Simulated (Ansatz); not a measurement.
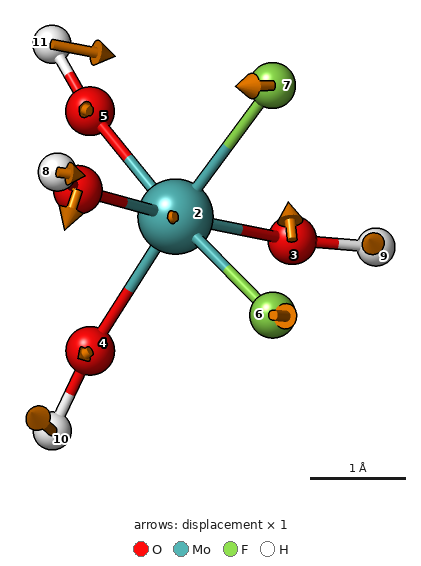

A relaxation of MoH4O4F2. The starting structure is drawn; orange arrows show the displacements, at their true length. The two geometries are superimposed by the best rigid fit.

The picture is a ball-and-stick view, seen from a free direction.

The start comes from GFN2-xTB.

Theory: RKS PBE0-D4/def2-TZVP in Ansatz 0.2.0. Settings: force threshold 0.005 eV/Å; at most 150 steps.

Q: Atoms of which element are displaced furthest, and by how much?

A: Hydrogen: up to 0.77 Å, against 0.53 Å for fluorine.

Q: What did the optimiser do to the structure, and how much energy did it gain?

A: The largest moves after the best rigid fit, 0.77 Å, are those of H atoms. Largest moves by element: H 0.77 Å, F 0.53 Å, O 0.47 Å, Mo 0.12 Å. Near-neighbour distances that change, for instance: Mo–O 1.770 → 1.901 Å, Mo–O 1.757 → 1.840 Å, F–Mo 1.833 → 1.875 Å, H–O 0.957 → 0.963 Å. Among the angles between lasting bonds that change: Mo–O–H 171.2° → 124.2°, Mo–O–H 157.3° → 115.5°, Mo–O–H 156.5° → 115.5°. The energy falls by 1.181 eV in 30 accepted moves (31 points after the start). Largest force component: 3.2 eV/Å at the start, 0.0029 eV/Å at the end. The line search rejected the trial step at point 21 of the run. The run took 3.5 min on 4 threads of Arm Neoverse V2, with other jobs on the host.
